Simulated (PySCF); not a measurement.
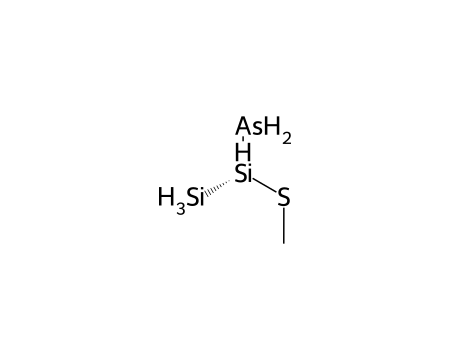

Skeletal drawing of a molecule.

**Give its SMILES.**

CS[Si@H]([SiH3])[AsH2]

**What is the molecular formula?**

CH9AsSSi2.

**An optimisation with GFN2-xTB gave a structure of which point group?**

C1.

The parts below concern this one geometry. Atoms keep their numbers from picture to picture. The computed structure is the end point of a GFN2-xTB optimisation. No frequency run is at hand to confirm it as a minimum.

## Shape

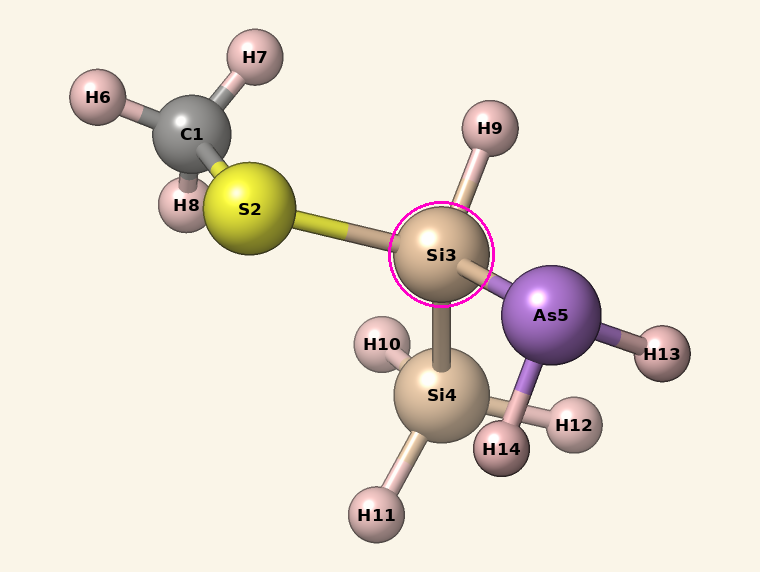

Distant atoms are faded towards the background colour. Circles mark the stereogenic atoms. No frequency run is at hand to confirm it as a minimum.

**Assign CIP descriptors.**

Si3: S (priorities As5 > S2 > Si4 > H9).

## Dipole moment

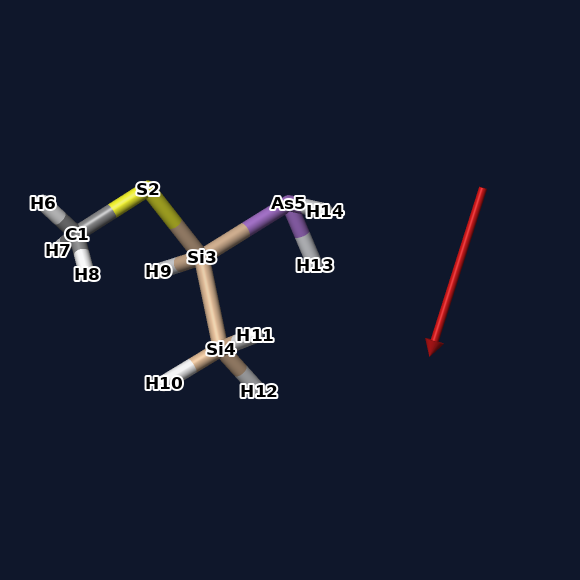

The arrow beside the molecule shows the direction of the dipole moment, from the negative to the positive end (its length means nothing). No frequency run is at hand to confirm it as a minimum. Properties computed with ωB97X-D/def2-SVPD, gas phase (PySCF 2.14.0).

**How large is the dipole moment?**

1.50 D; it points from the side of As5, H14 to the side of H10 (the outermost atoms at the two ends).

## Excitation

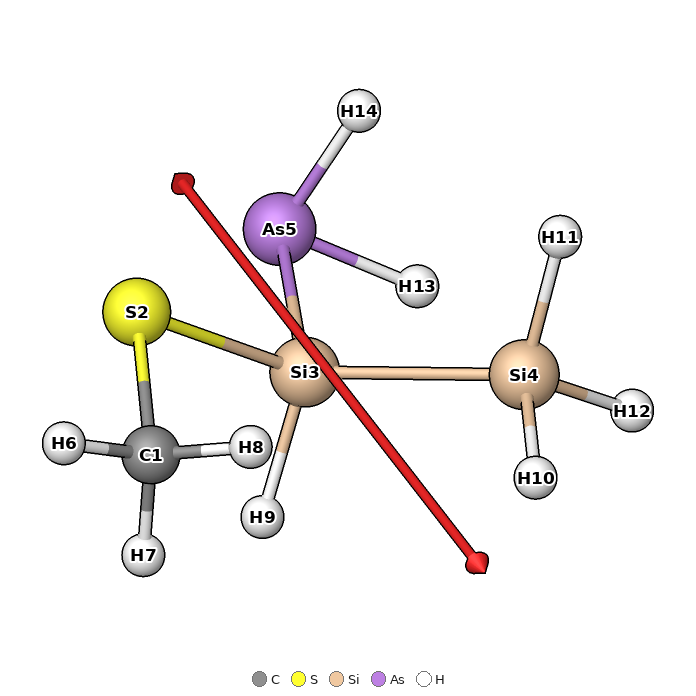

The double arrow shows the direction of the transition dipole to excited singlet state 6 (its length means nothing). No frequency run is at hand to confirm it as a minimum. Method: TDDFT ωB97X-D/def2-SVPD, vertical, gas phase, core orbitals frozen in the response (PySCF 2.14.0).

**Give its energy, strength and character.**

6.55 eV (189 nm), oscillator strength 0.23, of mixed character, with the largest part HOMO−1 → LUMO (weight 0.34); transition dipole 3.01 D.

## Polarisability

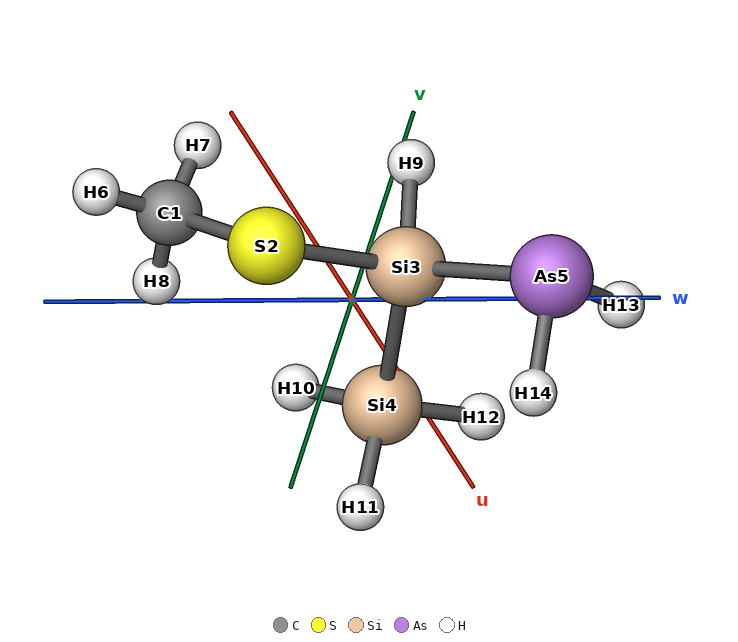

The lines u, v and w are the principal axes of the static dipole polarisability. No frequency run is at hand to confirm it as a minimum. Computed with ωB97X-D/def2-SVPD (PySCF 2.14.0).

**Along which axis is the molecule most polarisable, and along which least?**

Most along w (close to the long direction C1···As5), least along v.

**Give the three principal values.**

u 129.5, v 100.3, w 149.2 bohr³; mean 126.4, anisotropy 42.6 bohr³.

The geometry is semi-empirical. Around As, Si such bond lengths and angles can be off by a tenth of an ångström or more and by several degrees, and values that hang on the shape move with them.
